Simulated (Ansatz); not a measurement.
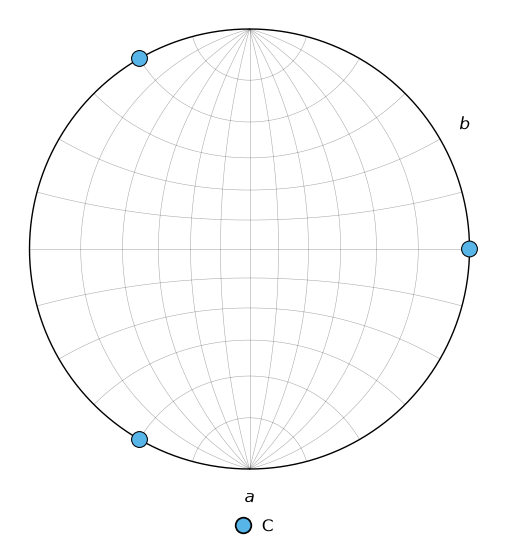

Directions from one carbon atom at (0, 0, 1/4) to its bonded neighbours, in stereographic projection down c (filled: above the plane of the page or in it, open: below). Crystal: C, coordinates from a relaxation at fixed volume with DFT PBE, spin-orbit coupling, plane waves, PAW (Ansatz). Geometry calculated from the standardised cell; symmetry tolerance 0.002 Å.

Neighbours are counted up to 1.76 Å for C.

```yaml
crystal:
  lattice:
    - [2.46636, 0.00000, 0.00000]
    - [-1.23318, 2.13593, 0.00000]
    - [0.00000, 0.00000, 9.56185]
  atoms:
    - { symbol: C, position: [0.00000, 0.00000, 0.25000] }
    - { symbol: C, position: [0.00000, 0.00000, 0.75000] }
    - { symbol: C, position: [0.33333, 0.66667, 0.25000] }
    - { symbol: C, position: [0.66667, 0.33333, 0.75000] }
```

How many neighbours are there, and at what angles?

3: 3 C at 1.42 Å. Angles between bonds: 120° (3×).

What is the site's symmetry in the crystal?

Point group -6m2 (D3h), order 12: one −6 axis, three twofold axes, four mirror planes. In No. 194, P6_3/mmc this is Wyckoff position 2b.
